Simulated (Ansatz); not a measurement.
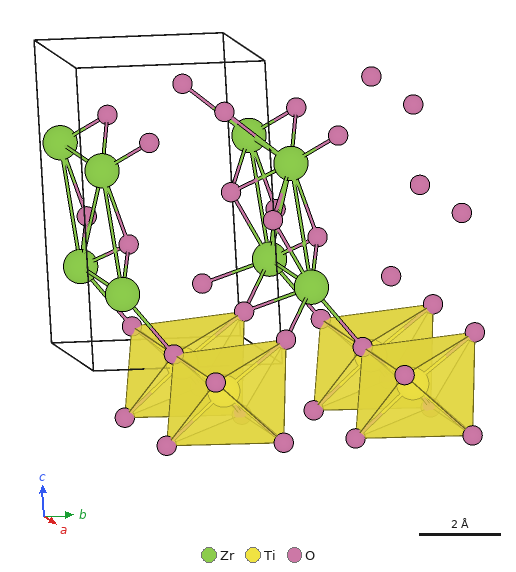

Solid Zr2TiO6 (a generated structure, set up in P1) (coarse preliminary run), before the relaxation. Style: polyhedral. Shown: the cell of the calculation, repeated 2 × 2 × 1 with one cell outlined, slightly off an axis.

Method: DFT PBE, scalar-relativistic, plane waves, PAW in Ansatz 0.2.0.

Input file:
```yaml
crystal:
  lattice:
    - [0.0567261982, 3.1869998762, 0.0347137011]
    - [-0.1742658895, 0.0500098542, 4.9212445542]
    - [7.3970052721, -1.460695488, -0.0078104672]
  atoms:
    - { symbol: Zr, position: [0.409887926, 1.0191970361, 0.698545323] }
    - { symbol: Zr, position: [0.6550246728, 0.0375980843, 0.3121740594] }
    - { symbol: Ti, position: [0.9551432635, 0.4795203965, 0.0104788713] }
    - { symbol: O, position: [0.4242858856, 0.6803705779, 0.8783997221] }
    - { symbol: O, position: [0.8382281448, 0.8159058673, 0.5554963049] }
    - { symbol: O, position: [0.1665064512, 0.7785993421, 0.1924855805] }
    - { symbol: O, position: [0.8535798752, 0.1827897995, 0.827694214] }
    - { symbol: O, position: [0.1588633663, 0.1907348774, 0.4279444289] }
    - { symbol: O, position: [0.5384804145, 0.315284019, 0.0967814958] }
basis:
  ecutwfc: 420
kpoints:
  mp_grid: { grid: [4, 4, 4] }
hamiltonian:
  xc: pbe
scf:
  occupations: { method: gaussian, width: 0.1 }
  lower_state_search: "off"
output:
  forces: true
  stress: true
  eigenvalues: true
relax:
  adjacent_minimum: "off"
  f_tol: 0.025
  max_steps: 60
  cell: { stress_tol: 0.25 }
```

Launched with:
```bash
ansatz run input.yaml --threads 4 --pin off --max-ram 8192MiB --backend cpu --events-out ev --progress --plain --runs-dir out
```

Q: What does the optimiser find from here?

A: The largest move relative to the cell is that of O7, 0.30 Å roughly along [3 2 −1]. By element the largest moves are O 0.30 Å, Zr 0.22 Å, Ti 0.18 Å. The volume changes by +1.9 %, with a 3.188 → 3.240 Å (+1.6 %), b 4.925 → 4.914 Å (−0.2 %), c 7.540 → 7.635 Å (+1.3 %), α 92.2° → 92.6°, β 100.2° → 102.2°, γ 88.8° → 90.0°. Near-neighbour distances that change, for instance: Zr1–O7 1.761 → 2.136 Å, Ti3–O9 2.022 → 2.362 Å, Zr2–O8 1.848 → 2.096 Å, Ti3–O4 2.060 → 1.833 Å. Among the angles between lasting bonds that change: Zr1–O7–Ti3 119.0° → 139.7°, Zr1–O7–Ti3 137.1° → 120.9°, O7–Ti3–O9 82.4° → 95.8°. The space group (tolerance 0.01 Å) goes from P1 (No. 1) to C2 (No. 5). Over 11 accepted moves (13 points after the start) the energy falls by 2.710 eV per cell of the calculation. The largest force component goes from 5.6 to 0.0026 eV/Å. The pressure goes from 10.11 to 0.01 GPa. At 2 points the geometry stayed and the basis and grid were re-selected for the new cell (energy shift of 12.9 meV per cell of the calculation at most each time). Cost: 66 s on 4 threads of Arm Neoverse V2, with other jobs on the host, peak memory 0.52 GiB.

The structure at the end:

```
Zr Ti O
1.0
    -0.00052    3.24009   -0.00024
    -0.20684    0.00071    4.90917
     7.46155   -1.61864   -0.03824
Zr Ti O
2 1 6
Cartesian
  4.9585 0.0245 4.8491
  2.2956 1.6432 0.0216
  -0.1039 2.9560 2.4543
  6.4207 0.0596 3.3385
  3.9849 1.6522 3.9562
  1.2283 0.0317 3.8488
  6.0259 1.6521 1.0218
  3.2692 0.0314 0.9145
  0.8335 1.6783 1.5322
```

After the run, drawn alike:

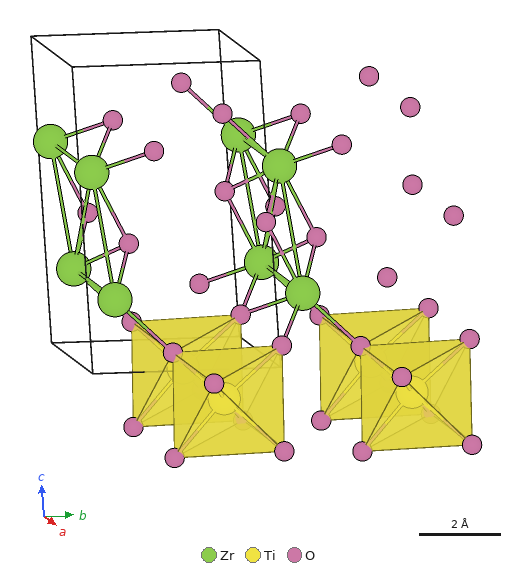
